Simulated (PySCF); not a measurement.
**SiH4 (SMILES [SiH4]) at MP2/STO-3G**

What is the vertical singlet–triplet gap of SiH4 at MP2/STO-3G? 

Program for the calculation: PySCF 2.14.0.

9 further runs of the same task are left out: 9 set aside as unsound or not needed.

## Step 1: The molecule

SiH4: 5 atoms, total charge 0, spin state singlet. SMILES: `[SiH4]`. The shape is that of a PBE0-D4/def2-TZVP optimisation.

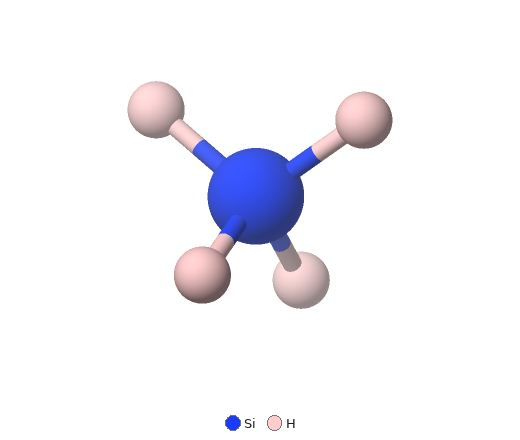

Viewed from a chosen angle; silicon blue, hydrogen pink.

## Step 2: The energy at MP2/STO-3G

run.py reads:

```python
from pyscf import gto, mp

system = gto.M(
    atom=[
    ('Si', (-0.000000, 0.000000, -0.000100)),
    ('H', (0.967600, -0.688400, 0.890900)),
    ('H', (-1.331000, 0.044900, 0.656000)),
    ('H', (-0.105100, -0.740300, -1.282600)),
    ('H', (0.468500, 1.383800, -0.264200)),
],
    max_memory=1860,
    basis='sto-3g',
    charge=0,
    verbose=4,
)

hf = system.RHF()
hf.conv_tol = 1e-10
hf.kernel()
if not hf.converged:
    hf = hf.newton().run(hf.mo_coeff, hf.mo_occ)

pt = mp.MP2(hf, frozen=5).run()
e_tot = pt.e_tot
print('Final energy', e_tot)
```

Command:

```bash
$ OMP_NUM_THREADS=1 python run.py
```

Output:

```text
PySCF version 2.14.0

[INPUT] num. atoms = 5
[INPUT] num. electrons = 18
[INPUT] charge = 0
[INPUT] spin (= nelec alpha-beta = 2S) = 0
[INPUT] symmetry False subgroup None
[INPUT] Mole.unit = angstrom
[INPUT] Symbol           X                Y                Z      unit          X                Y                Z       unit  Magmom
[INPUT]  1 Si     0.000000000000   0.000000000000  -0.000100000000 AA    0.000000000000   0.000000000000  -0.000188972612 Bohr   0.0
[INPUT]  2 H      0.967600000000  -0.688400000000   0.890900000000 AA    1.828498998129  -1.300887464151   1.683557004375 Bohr   0.0
[INPUT]  3 H     -1.331000000000   0.044900000000   0.656000000000 AA   -2.515225471796   0.084848702993   1.239660337715 Bohr   0.0
[INPUT]  4 H     -0.105100000000  -0.740300000000  -1.282600000000 AA   -0.198610215692  -1.398964250016  -2.423762727367 Bohr   0.0
[INPUT]  5 H      0.468500000000   1.383800000000  -0.264200000000 AA    0.885336689359   2.615003011173  -0.499265642110 Bohr   0.0

nuclear repulsion = 21.2705882798215
number of shells = 9
number of NR pGTOs = 39
number of NR cGTOs = 13
basis = sto-3g
ecp = {}

******** <class 'pyscf.scf.hf.RHF'> ********
method = RHF
initial guess = minao
damping factor = 0
level_shift factor = 0
DIIS = <class 'pyscf.scf.diis.CDIIS'>
diis_start_cycle = 1
diis_space = 8
diis_damp = 0
SCF conv_tol = 1e-10
SCF conv_tol_grad = None
SCF max_cycles = 50
direct_scf = True
direct_scf_tol = 1e-13
Set gradient conv threshold to 1e-05
Initial guess from minao.
init E= -287.291453377271
  HOMO = -0.371661238053238  LUMO = 0.383372173450002  gap/eV = 20.54551
cycle= 1 E= -287.905638094055  delta_E= -0.614  |g|= 0.078  |ddm|= 1.99
  HOMO = -0.420951041797162  LUMO = 0.510593017848004  gap/eV = 25.34861
cycle= 2 E= -287.908876106159  delta_E= -0.00324  |g|= 0.0186  |ddm|= 0.146
  HOMO = -0.419732018878097  LUMO = 0.516853078390179  gap/eV = 25.48578
cycle= 3 E= -287.909068696098  delta_E= -0.000193  |g|= 0.000958  |ddm|= 0.0435
  HOMO = -0.420316046940778  LUMO = 0.516364806095702  gap/eV = 25.48838
cycle= 4 E= -287.909069067096  delta_E= -3.71e-07  |g|= 3.26e-05  |ddm|= 0.00183
  HOMO = -0.420326774964279  LUMO = 0.516348867815513  gap/eV = 25.48824
cycle= 5 E= -287.909069067248  delta_E= -1.52e-10  |g|= 1.12e-07  |ddm|= 2.65e-05
  HOMO = -0.420326950317724  LUMO = 0.516349225106245  gap/eV = 25.48826
cycle= 6 E= -287.909069067247  delta_E= 2.27e-13  |g|= 4.16e-09  |ddm|= 2.2e-07
  HOMO = -0.420326948739076  LUMO = 0.516349220722693  gap/eV = 25.48826
Extra cycle  E= -287.909069067248  delta_E= -1.14e-13  |g|= 1.02e-09  |ddm|= 8.44e-09
converged SCF energy = -287.909069067248

******** <class 'pyscf.mp.mp2.RMP2'> ********
nocc = 4, nmo = 8
frozen orbitals 5
E(RMP2) = -287.955675626807  E_corr = -0.0466065595596414
E(SCS-RMP2) = -287.964573831727  E_corr = -0.0555047644798058
E_corr(same-spin) = -0.000488200375112142
E_corr(oppo-spin) = -0.0461183591845293
Final energy -287.95567562680714
```

Run time: 0.72 s. Hardware: 1 thread of Arm Neoverse V1, shared host; peak memory 0.12 GiB.

## Step 3: The triplet at the same level

job.py reads:

```python
from pyscf import gto, scf, mp

mol = gto.M(
    atom='''
Si     0.000000     0.000000    -0.000100
H      0.967600    -0.688400     0.890900
H     -1.331000     0.044900     0.656000
H     -0.105100    -0.740300    -1.282600
H      0.468500     1.383800    -0.264200
''',
    spin=2,
    basis='sto-3g',
    max_memory=1860,
    verbose=3,
    charge=0,
)

myscf = scf.UHF(mol)
myscf.conv_tol = 1e-10
myscf.kernel()
if not myscf.converged:
    myscf = myscf.newton().run(myscf.mo_coeff, myscf.mo_occ)

pt = mp.MP2(myscf, frozen=5).run()
e_tot = pt.e_tot
print(f'total energy: {e_tot:.8f} hartree')
```

Command:

```bash
$ OMP_NUM_THREADS=1 python job.py
```

Output:

```text
WARN: HOMO 0.383372173450002 >= LUMO -0.371661238053238

WARN: HOMO 0.142960378933829 >= LUMO -0.0622040802517976

WARN: HOMO 0.12066281022001 >= LUMO -0.00513661371179264

WARN: HOMO 0.0973409577731356 >= LUMO 0.0119200520717305

WARN: HOMO 0.0980137802745164 >= LUMO 0.0165115216590951

WARN: HOMO 0.101359906657813 >= LUMO 0.0143000711552891

WARN: HOMO 0.095579622790297 >= LUMO 0.0198696784960321

WARN: HOMO 0.0984848383237675 >= LUMO 0.0144066337327415

WARN: HOMO 0.0920263275225344 >= LUMO 0.0215645753470957

WARN: HOMO 0.0966217501228326 >= LUMO 0.0190785130323066

WARN: HOMO 0.0945588255438677 >= LUMO 0.0201609059614588

WARN: HOMO 0.0945426959563065 >= LUMO 0.0203168262378828

WARN: HOMO 0.0945802198236724 >= LUMO 0.0202726360391515

WARN: HOMO 0.0945981306388735 >= LUMO 0.0202710345341198

WARN: HOMO 0.0945855521107494 >= LUMO 0.0202778558935842

WARN: HOMO 0.0945877064064565 >= LUMO 0.0202781131079934

WARN: HOMO 0.0945876664153274 >= LUMO 0.0202780850332311

WARN: HOMO 0.0945876560354647 >= LUMO 0.0202779730794683

converged SCF energy = -287.402945662926  <S^2> = 2.0019235  2S+1 = 3.0012821
E(UMP2) = -287.446852273824  E_corr = -0.0439066108983183
E(SCS-UMP2) = -287.45504275706  E_corr = -0.0520970941347073
total energy: -287.44685227 hartree
```

It took 0.74 s on 1 thread of Arm Neoverse V1, shared host; peak memory 0.12 GiB.

## Step 4: Outcome

Level: MP2/STO-3G, 5 core orbitals frozen.

| quantity | value |
| --- | --- |
| singlet: total energy | -287.95568 Eh |
| singlet: dipole moment (Hartree–Fock density) | 0.00 D |
| singlet: HOMO energy (Hartree–Fock orbitals) | -11.44 eV |
| singlet: LUMO energy (Hartree–Fock orbitals) | 14.05 eV |
| singlet: HOMO–LUMO gap (Hartree–Fock orbitals) | 25.49 eV |
| singlet: correlation energy (5 core orbitals frozen) | -46.6 mEh |
| triplet: total energy | -287.44685 Eh |
| triplet: dipole moment (Hartree–Fock density) | 0.67 D |
| triplet: correlation energy (5 core orbitals frozen) | -43.9 mEh |
| triplet: ⟨S²⟩ of the reference determinant | 2.002 |
| vertical energy of the triplet above the singlet | 13.846 eV |

What this shows: At this shape the triplet lies 13.85 eV (1336 kJ/mol) above the singlet. In a minimal basis such a difference can be off by several eV, whatever the method. Mulliken charges (singlet) of the mean-field density run from -0.16 on H2 to +0.62 on Si1; they depend strongly on the basis. Mulliken charges (triplet) of the mean-field density run from -0.18 on H4 to +0.51 on Si1.
